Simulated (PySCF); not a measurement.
C4H13FOSi3

Input

```
{"job": {"kind": "nmr", "xc": "PBE0", "basis": "pcSseg-1"}, "charge": 0, "multiplicity": 1}
C      2.651811    -0.002254    -2.114909
Si     1.541915     0.713543    -0.743824
Si    -0.080158    -0.864617    -0.128851
C      0.727237    -2.528120     0.355523
Si    -1.496949    -0.275790     1.622241
C     -1.867517     1.629832     1.368408
F     -0.649429     2.288524     1.299717
C     -2.619568     1.783064     0.121067
O     -3.773634     1.471507    -0.032372
H      3.174343    -0.892254    -1.776087
H      2.069333    -0.277499    -2.989725
H      3.402470     0.714883    -2.434363
H      2.403564     1.087438     0.385571
H      0.934809     1.943693    -1.265490
H     -0.955133    -1.190164    -1.282411
H      1.374640    -2.421131     1.221274
H      1.332092    -2.921046    -0.456169
H     -0.018925    -3.279653     0.596841
H     -0.918161    -0.285528     2.974591
H     -2.839656    -0.844613     1.769688
H     -2.403741     2.022270     2.231597
H     -1.999752     2.147299    -0.723166
```

Run with:

```sh
OMP_NUM_THREADS=1 python probes_run.py task.json out
```

Geometry: GFN2-xTB.

The calculation used PBE0/pcSseg-1, SCF density, gas phase, non-relativistic in PySCF 2.14.0.

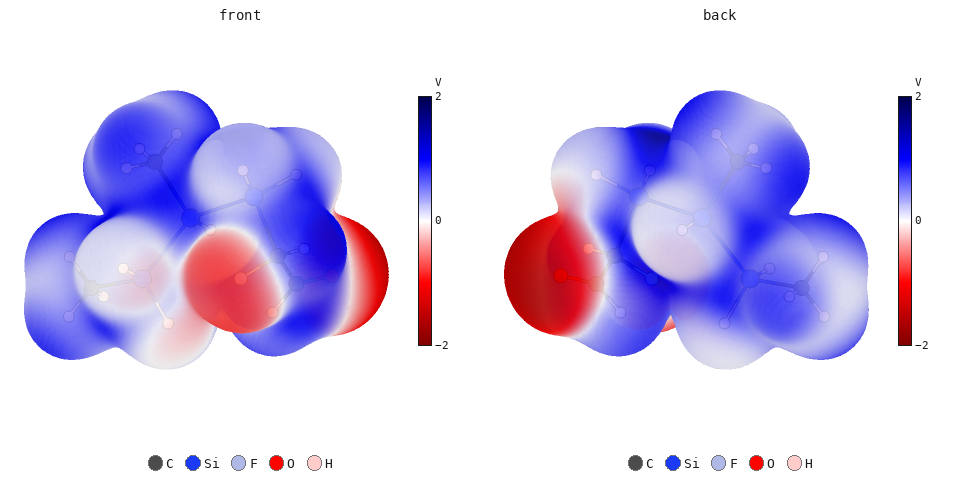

Figure 1. The molecular electrostatic potential painted on the density surface at 0.002 e/bohr³, seen from the front and from behind; the colour scale runs from red (negative) to blue (positive).

Where is the surface potential most negative and most positive?

Answer. The most negative region (about −1.6 V) lies over O9, the most positive (about +1.4 V) over Si5. O9 is the likeliest acceptor of a hydrogen bond.

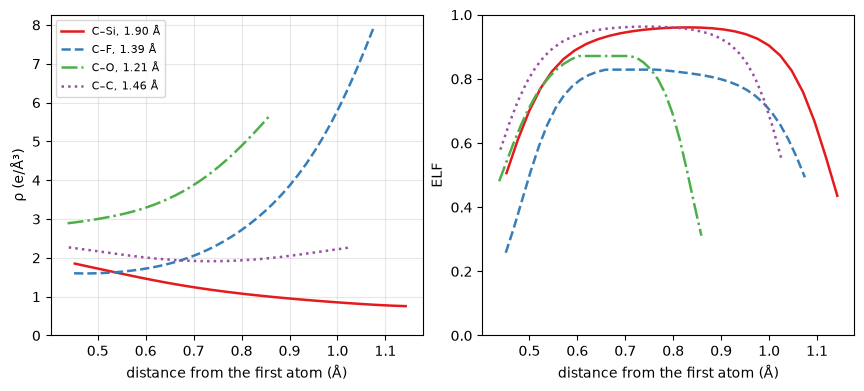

Figure 2. Electron density and electron localisation function along straight lines between neighbouring atoms. The curves leave out the atomic cores.

What kind of bonding do the profiles show?

Answer. C–Si (1.90 Å): the density is about 0.9 e/Å³ at the midpoint; the ELF peaks at about 0.95 between the atoms; a covalent bond.
C–F (1.39 Å): ρ at the midpoint is about 2 e/Å³, with its minimum of 1.6 e/Å³ about 0.5 Å from C; the ELF peaks at about 0.85 between the atoms (a shared but strongly polarised pair).
C–O (1.21 Å): the density is about 3.3 e/Å³ at the midpoint; the ELF peaks at about 0.85 between the atoms; a multiple bond.
C–C (1.46 Å): ρ is about 1.9 e/Å³ halfway; the ELF peaks at about 0.95 between the atoms; a covalent bond.
